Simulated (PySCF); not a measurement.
## A study: C₂H₂F₄, SMILES `FCC(F)(F)F`

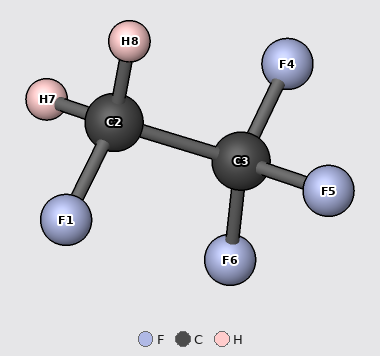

The molecule, with its atoms numbered as below. No frequency check shows the geometry to be a minimum.

Cartesian coordinates (Å):

```
F1      -1.9582   -0.1859   -0.0011
C2      -0.9493    0.7232    0.0020
C3       0.4043    0.0088   -0.0003
F4       1.3906    0.9194    0.0067
F5       0.5786   -0.7656    1.0713
F6       0.5819   -0.7523   -1.0795
H7      -1.0316    1.3400   -0.8983
H8      -1.0344    1.3288    0.9111
```

Part 1: Bonding charge

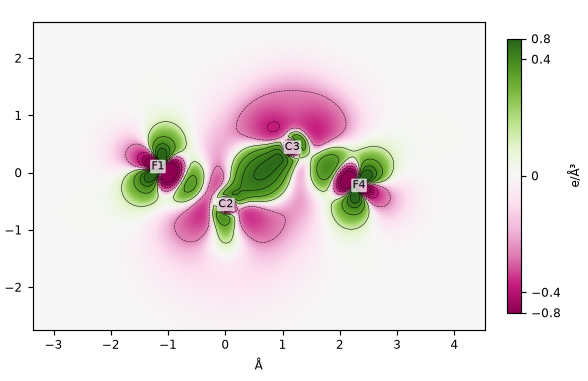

Deformation density (molecule less spherical, spin-averaged free atoms) in the plane of F1, C2, C3 and F4; colour scale in e/Å³, logarithmic beyond ±0.1; green: gain, pink: loss.

Computed with PySCF, BLYP/cc-pVTZ, geometry: GFN2-xTB.

Q: How much density has each bond in this plane gained at its critical point, relative to the free atoms?

A: C2–C3: +0.63 e/Å³ at the bond critical point (bond length 1.53 Å, Mayer order 0.9). C3–F4: +0.12 e/Å³ at the bond critical point (bond length 1.34 Å, Mayer order 1.2). F1–C2: −0.03 e/Å³ at the bond critical point (bond length 1.36 Å, Mayer order 1.1); up to 0.6 Å beside the axis the gain reaches +0.25 e/Å³. In all, 1.7 electrons gather in the regions of gain relative to the promolecule. A small or negative value marks a very polar bond, one between electron-rich atoms, whose free-atom densities already overlap strongly, a long bond to a heavier atom, or a closed-shell contact such as a hydrogen bond.

Q: Where do the Hirshfeld charges lie?

A: The highest Hirshfeld charge is on C3 (+0.24 e), the lowest on F1 (−0.10 e).

```json
{"atom": "F1", "charge (e)": "−0.10"}
{"atom": "C2", "charge (e)": "+0.02"}
{"atom": "C3", "charge (e)": "+0.24"}
{"atom": "F4", "charge (e)": "−0.09"}
{"atom": "F5", "charge (e)": "−0.09"}
{"atom": "F6", "charge (e)": "−0.09"}
{"atom": "H7", "charge (e)": "+0.05"}
{"atom": "H8", "charge (e)": "+0.05"}
```

Part 2: Bond critical points

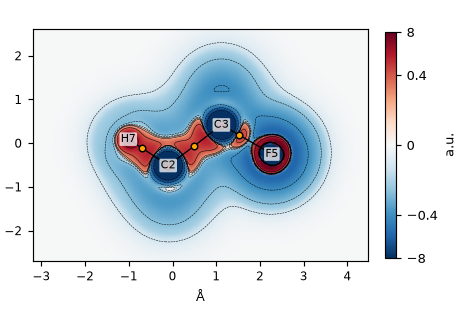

Negative Laplacian of the density (−∇²ρ) in the plane of C2, C3, F5 and H7 (red positive, blue negative, colour scale in a.u., logarithmic beyond ±0.04), with bond paths and bond critical points (dots).

Q: At which bond critical points in this plane is charge locally concentrated, and at which depleted?

A: Concentrated (∇²ρ < 0): C2–H7 (−1.17 a.u.); C3–F5 (−0.42 a.u.); C2–C3 (−0.70 a.u.). At none is it depleted.

Q: Where along C3–F5 does the critical point lie?

A: 0.46 Å from C3 and 0.87 Å from F5.

Part 3: Electrostatic potential

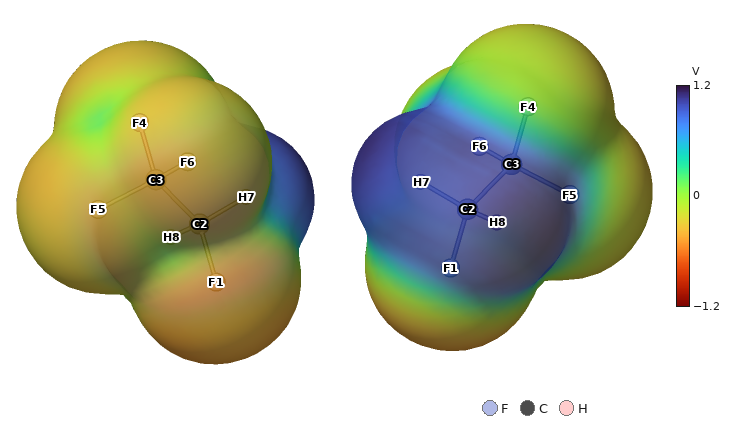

Electrostatic potential on the surface of electron density 0.001 a.u. (back view left, front view right).

Q: Where are the extremes of the potential on the surface?

A: Highest: 1.10 V, 1.3 Å from H7. Further maxima include 0.17 V, over the middle of C3, F4, F5 and F6, about 1.9 Å from them; 0.06 V, over the middle of F1, C3, F5 and F6, about 1.9 Å from them. Lowest: −0.53 V, 1.6 Å from F1, and at like points elsewhere. Further minima include −0.40 V, 1.7 Å from F5, and at like points elsewhere; −0.33 V, 1.7 Å from F4. The surface is sampled at points, so like sites can differ by a few per cent and only the strongest of them is named.

Q: What volume does the surface enclose, and what is the dipole moment?

A: About 86 Å³; the dipole moment is 1.8 D.

Part 4: Excited states

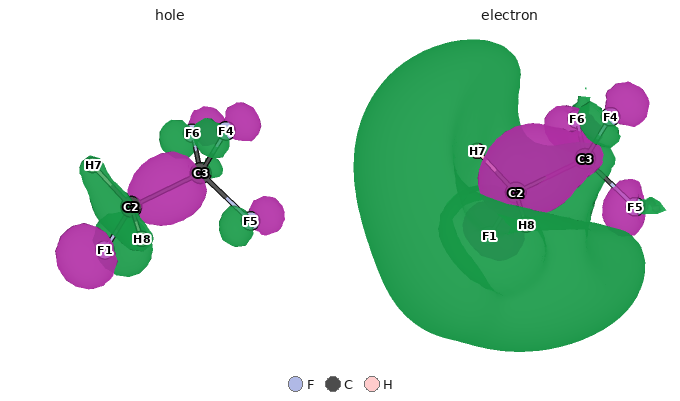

Leading natural transition orbital pair of S₁ (TDA singlet states); the surfaces enclose about 70 % of each orbital's density.

Computed with PySCF, PBE/def2-SVPD, geometry: GFN2-xTB.

Q: Where does the state lie, and where do hole and electron sit?

A: 8.69 eV (143 nm), f = 0.016, diffuse (Rydberg-like) orbital; the leading pair carries 100 %; hole on F1 (41 %), C2 (16 %) and C3 (12 %), electron on C2 (20 %), F1 (19 %) and H7 and H8 (17 % each) (atom shares of so diffuse an orbital are rough); their centroids lie 0.6 Å apart; S₂ lies within 0.1 eV of it. In canonical orbitals it is mainly HOMO → LUMO (95 %). The HOMO–LUMO gap is 8.55 eV.

Part 5: In an electric field

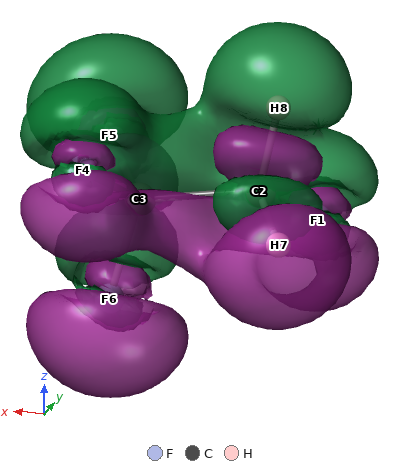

Change of the electron density in a uniform field of 0.21 V/Å, surfaces at ±0.0008 e/Å³ (green: gain, purple: loss).

Level of theory: BP86/6-31+G* (PySCF), at a geometry from GFN2-xTB. The basis has diffuse s and p functions alone, which still leaves polarisabilities too small, most of all across bonds.

The field was applied in both directions; the picture shows the one opposite to the script's first.

Q: Along which Cartesian direction does the field point?

A: Along −z: electrons gather on the +z side, against the field.

Q: How large is the response?

A: The induced dipole is 0.29 D (along the field); α along this axis, from the fields in both directions, is 29 bohr³ (4.2 Å³).

Part 6: Localised orbitals

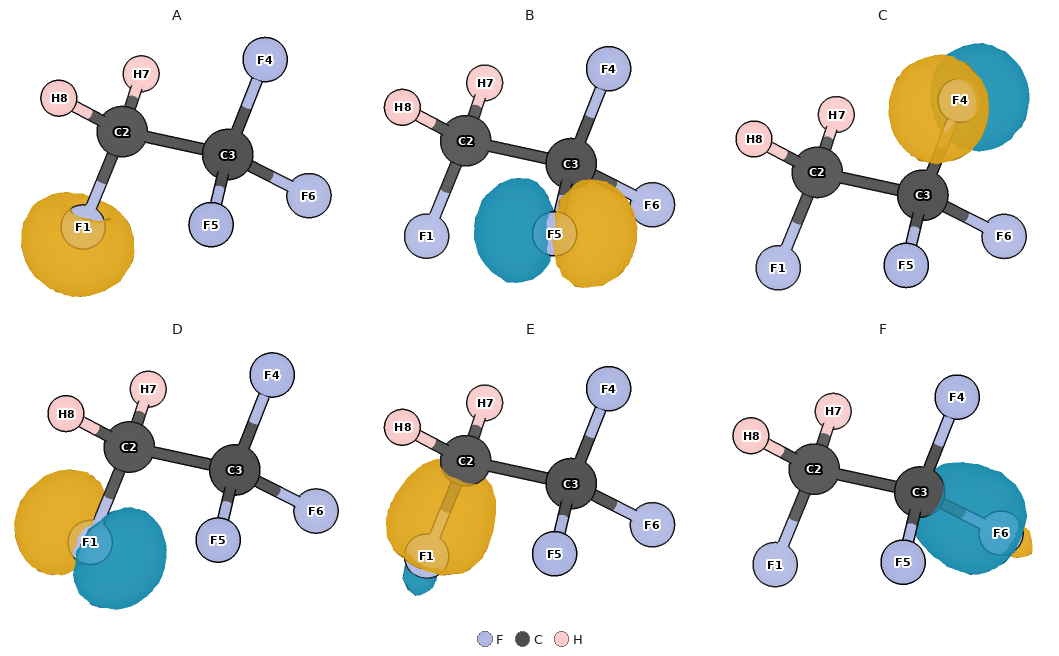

Intrinsic bond orbitals (IBO), occupied; each surface holds about 80 % of the orbital's density. Energies are diagonal elements of the Fock matrix.

Level of theory: TPSSh/6-31+G* (PySCF), at a geometry from GFN2-xTB.

Q: Name the orbitals, with their atomic make-up and energies.

A: By panel:
- A: lone pair on F1 (sp0.4-type) (F1 100 %; −24.0 eV)
- B: lone pair on F5 (p-type) (F5 97 %; −12.1 eV)
- C: lone pair on F4 (p-type) (F4 96 %; −12.3 eV)
- D: lone pair on F1 (p-type) (F1 98 %; −11.3 eV)
- E: σ bond F1–C2 (F1 69 %, C2 31 %; −23.7 eV)
- F: σ bond F6–C3 (F6 70 %, C3 30 %; −25.7 eV)

Q: How do all the valence pairs divide up?

A: 19 pairs: 12 lone pairs and 7 σ bonds.

The PySCF runs shown took 17 s, 91 s, 19 s and 10 s on 1 thread of Intel(R) Xeon(R) Platinum 8488C (Sapphire Rapids), on a shared host.
